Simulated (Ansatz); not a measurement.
**GeH₄O (built from SMILES O.[GeH2]): one structure at several levels**

How do the functionals fare away from a minimum? The structure is a displaced guess of a reacting structure.

The runs use Ansatz 0.2.0, Gaussian basis; single points in def2-TZVPP.

Correlated methods freeze the cores. Filled d shells of the heavier atoms are correlated.

### Step 1. Where the work starts

6 atoms, charge 0, spin multiplicity 1.

Atoms are counted from 1 here; the program's logs count them from 0.

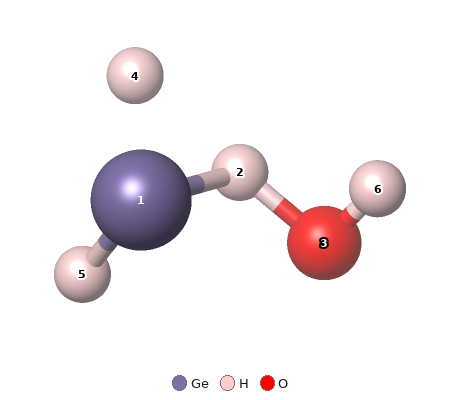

The starting geometry (germanium purple, hydrogen pink, oxygen red); atoms are numbered from 1 in the order of the file.

Geometry (Å):

```mol
GeH4O
  3D, bonds by distance, orders not assigned

  6  4  0  0  0  0  0  0  0  0999 V2000
   -0.1582    0.6183    1.0600 Ge  0  0
    0.2312   -0.0728   -0.3959 H   0  0
    0.0557   -1.2183   -0.3519 O   0  0
    0.5097    1.3988   -0.5408 H   0  0
   -1.3815    0.7857    0.4005 H   0  0
    0.8991   -1.4194   -0.2405 H   0  0
  1  2  8  0
  1  5  8  0
  2  3  8  0
  3  6  8  0
M  END
```

### Step 2. CCSD(T)/def2-TZVPP

Contents of run/in.yaml:

```yaml
crystal:
  periodic: [false, false, false]
  atoms:
    - {symbol: Ge, position_ang: [-0.158200, 0.618300, 1.060000]}
    - {symbol: H, position_ang: [0.231200, -0.072800, -0.395900]}
    - {symbol: O, position_ang: [0.055700, -1.218300, -0.351900]}
    - {symbol: H, position_ang: [0.509700, 1.398800, -0.540800]}
    - {symbol: H, position_ang: [-1.381500, 0.785700, 0.400500]}
    - {symbol: H, position_ang: [0.899100, -1.419400, -0.240500]}
basis:
  gaussian: {orbitals: def2-TZVPP}
correlation: {method: ccsd_t}
output: {forces: true}
```

No record of the launch command was kept for these runs.

### Step 3. PBE0-D4/def2-TZVPP

run/in.yaml: that of step 2 with these lines changed.

```diff
@@ -11,3 +11,3 @@
   gaussian: {orbitals: def2-TZVPP}
-correlation: {method: ccsd_t}
-output: {forces: true}
+hamiltonian: {xc: pbe0, dispersion: d4}
+output: {forces: true, orbitals: {seedname: orbitals}}
```

### Step 4. wB97M-V/def2-TZVPP

run/in.yaml: that of step 3 with these lines changed.

```diff
@@ -11,3 +11,3 @@
   gaussian: {orbitals: def2-TZVPP}
-hamiltonian: {xc: pbe0, dispersion: d4}
-output: {forces: true, orbitals: {seedname: orbitals}}
+hamiltonian: {xc: {name: wB97M-V}}
+output: {forces: true}
```

### Step 5. r2SCAN-D4/def2-TZVPP

run/in.yaml: that of step 4 with these lines changed.

```diff
@@ -11,3 +11,3 @@
   gaussian: {orbitals: def2-TZVPP}
-hamiltonian: {xc: {name: wB97M-V}}
+hamiltonian: {xc: r2scan, dispersion: d4}
 output: {forces: true}
```

### Step 6. PBE-D4/def2-TZVPP

run/in.yaml: that of step 5 with these lines changed.

```diff
@@ -11,3 +11,3 @@
   gaussian: {orbitals: def2-TZVPP}
-hamiltonian: {xc: r2scan, dispersion: d4}
+hamiltonian: {xc: pbe, dispersion: d4}
 output: {forces: true}
```

### Step 7. BLYP-D4/def2-TZVPP

run/in.yaml: that of step 6 with these lines changed.

```diff
@@ -11,3 +11,3 @@
   gaussian: {orbitals: def2-TZVPP}
-hamiltonian: {xc: pbe, dispersion: d4}
+hamiltonian: {xc: {name: BLYP}, dispersion: d4}
 output: {forces: true}
```

### Step 8. B97M-V/def2-TZVPP

run/in.yaml: that of step 7 with these lines changed.

```diff
@@ -11,3 +11,3 @@
   gaussian: {orbitals: def2-TZVPP}
-hamiltonian: {xc: {name: BLYP}, dispersion: d4}
+hamiltonian: {xc: {name: B97M-V}}
 output: {forces: true}
```

(Steps that only read results are left out.)

Before running it: what results should come out? Wanted: energy less free atoms, CCSD(T)/def2-TZVPP; RMS force component; RMS force error; HOMO and LUMO, PBE0-D4; T1 diagnostic.

As calculated:

| quantity | value |
| --- | --- |
| energy less free atoms, CCSD(T)/def2-TZVPP | -1370.2 kJ/mol |
| RMS force component | 2.816 to 2.967 eV/Å over the methods |
| RMS force error | PBE0-D4 0.105, wB97M-V 0.067, r2SCAN-D4 0.178, PBE-D4 0.355, BLYP-D4 0.387, B97M-V 0.144 eV/Å |
| HOMO and LUMO, PBE0-D4 | -7.16 and -2.09 eV |
| T1 diagnostic | 0.014 |

**Reading.** Against CCSD(T) the functionals' energies less atoms differ by -63.3 to -6.5 kJ/mol, PBE-D4 by -63.3 kJ/mol. A larger basis would deepen the CCSD(T) value, while the functionals are nearly converged already, so the order here is not reliable. On forces the order runs from wB97M-V to BLYP-D4. Frozen-core CCSD(T) forces in triple zeta carry basis errors of their own, and this is one geometry, so small gaps rank nothing.
